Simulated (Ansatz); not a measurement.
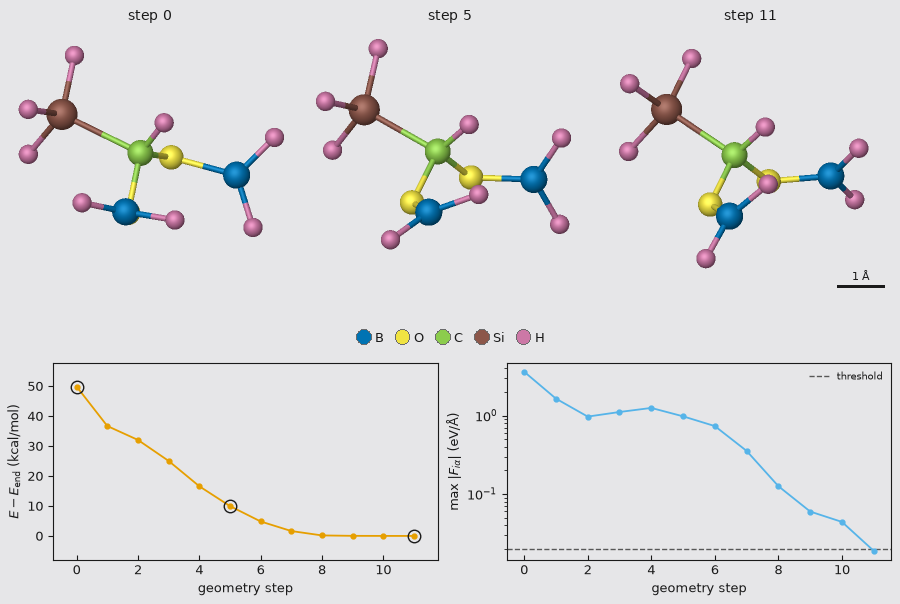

Frames of a relaxation of CH8B2O2Si, marked on the history of the run. The picture is a ball-and-stick view, seen from a free direction.

The run prepares an end point of a later path (hydrogen shift) calculation, from a guessed geometry.

Level of theory: RKS B3LYP/6-31G* in Ansatz 0.2.0.

The input:
```yaml
crystal:
  periodic: [false, false, false]
  atoms:
    - { symbol: B, position_ang: [-1.4864, -1.293, 0.8212] }
    - { symbol: O, position_ang: [-0.4102, -0.3398, 1.0793] }
    - { symbol: C, position_ang: [0.1433, 0.1144, -0.1469] }
    - { symbol: Si, position_ang: [1.7264, -0.964, -0.538] }
    - { symbol: O, position_ang: [0.6665, 1.4183, 0.0195] }
    - { symbol: B, position_ang: [-0.4678, 2.3852, 0.0669] }
    - { symbol: H, position_ang: [-1.3204, -2.4087, 0.7226] }
    - { symbol: H, position_ang: [-2.5898, -0.799, 0.6877] }
    - { symbol: H, position_ang: [-0.4909, 0.0742, -0.9918] }
    - { symbol: H, position_ang: [2.3024, -0.4848, -1.7371] }
    - { symbol: H, position_ang: [1.1906, -2.3589, -0.7164] }
    - { symbol: H, position_ang: [2.63, -0.9217, 0.5966] }
    - { symbol: H, position_ang: [-1.0278, 2.6732, 1.0809] }
    - { symbol: H, position_ang: [-0.8789, 2.8753, -0.9158] }
basis:
  gaussian: { orbitals: "6-31G*" }
hamiltonian:
  xc: b3lyp
relax:
  f_tol: 0.02
  max_steps: 50
output:
  orbitals: {}
```

Launched with:
```bash
ansatz run input.yaml --threads 2 --pin off --max-ram 3072MiB --backend cpu --events-out ev --progress --plain --runs-dir out
```

Question: Describe the path.

Answer: The atom that moves furthest after the best rigid fit is H7 (1.33 Å). Largest moves by element: H 1.33 Å, O 0.60 Å, B 0.24 Å, Si 0.21 Å, C 0.19 Å. Near-neighbour distances that change, for instance: O5–B6 1.491 → 1.354 Å, B1–O2 1.461 → 1.354 Å, Si4–H10 1.414 → 1.486 Å, B1–H7 1.132 → 1.194 Å. Bond angles that change, for instance: C3–O5–B6 108.7° → 122.3°, B1–O2–C3 110.1° → 122.3°, O2–C3–H9 116.4° → 109.4°. Groups turn about O5–B6 by about 90°, B1–O2 by about 90°, C3–O5 by about 40°. After 11 geometry steps the energy has fallen by 49.8 kcal/mol. The largest force component goes from 3.6 to 0.019 eV/Å. The run took 23 s on 2 threads of AMD EPYC 9R45 96-Core Processor (Zen 5), on a shared host, peak memory 0.28 GiB. From step 0 to 5: H7 moves most (0.85 Å), energy −39.9 kcal/mol. From step 5 to 11: H13 moves most (0.67 Å), energy −9.97 kcal/mol.

```tsv
step	E − E(0), kcal/mol	largest force component, eV/Å
0	0.00	3.6216
1	-13.14	1.6437
2	-17.79	0.9693
3	-24.79	1.1095
4	-33.25	1.2504
5	-39.86	0.9774
6	-44.99	0.7336
7	-48.19	0.3540
8	-49.65	0.1256
9	-49.79	0.0597
10	-49.81	0.0440
11	-49.83	0.0188
```
